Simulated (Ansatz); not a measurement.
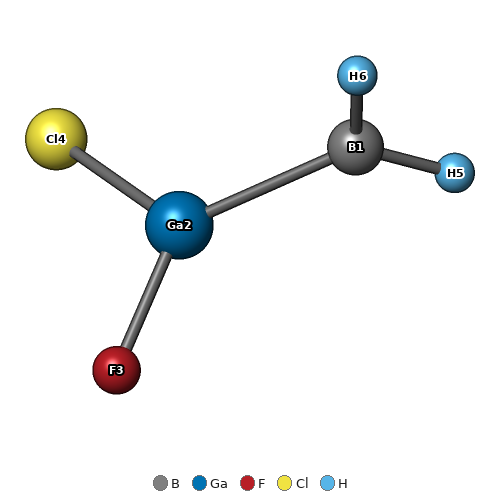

The system is BClFGaH₂, SMILES [BH2][Ga]([F])[Cl]; the picture shows the reference structure. 
- First axis: angle Cl4–Ga2–B1. Second axis: angle H5–B1–H6.
- Nothing is relaxed (all other coordinates rigid).
- The grid has 9 × 9 points.
- Energies are in kJ/mol, from the lowest grid point.
- The calculation used RHF/def2-TZVP (Ansatz).

Its coordinates:

```xyz
6

B    -0.0270    0.9776   -0.7301
Ga    0.0602   -0.7586    0.4711
F     0.7796   -2.2416   -0.0732
Cl   -0.7045   -0.9326    2.4750
H    -0.9553    1.1763   -1.4413
H     0.8471    1.7790   -0.7015
```

Range: angle Cl4–Ga2–B1 from 100.5 to 150.5°; angle H5–B1–H6 from 93.6 to 143.6°.

> What will the energy surface look like?

The lowest grid point is at angle Cl4–Ga2–B1 = 125.5°, angle H5–B1–H6 = 118.6°. It is the only kind of minimum in the scanned range. The highest grid point, angle Cl4–Ga2–B1 = 150.5°, angle H5–B1–H6 = 93.6°, lies 96 kJ/mol above the lowest. Round the minimum the contours are nearly round: the two directions are equally stiff and uncoupled.

```tsv
angle H5–B1–H6 ↓, angle Cl4–Ga2–B1 →	100.5	106.8	113.0	119.3	125.5	131.8	138.0	144.3	150.5
143.6	81	64	52	45	42	44	52	67	90
137.3	63	46	34	26	23	26	34	49	73
131.1	50	33	21	13	10	13	21	36	60
124.8	42	25	13	5	3	5	13	29	53
118.6	39	22	10	3	0	3	11	27	51
112.3	41	24	12	5	3	5	14	30	55
106.1	48	31	20	13	10	13	22	38	63
99.8	61	44	32	25	23	27	36	52	77
93.6	78	62	50	43	42	45	54	71	96
```

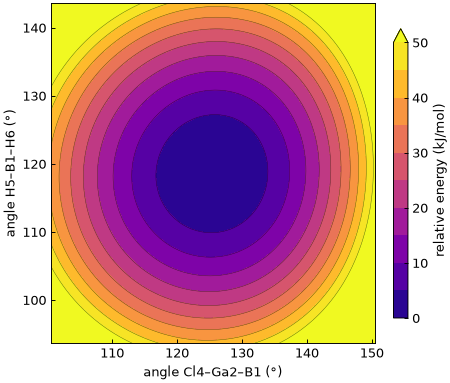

Drawn: filled contours, one colour for all values above the top of the scale. Between grid points the surface is interpolated.

The whole map (81 points run) took 8.2 min on 1 thread of Arm Neoverse V1, with other jobs on the host.
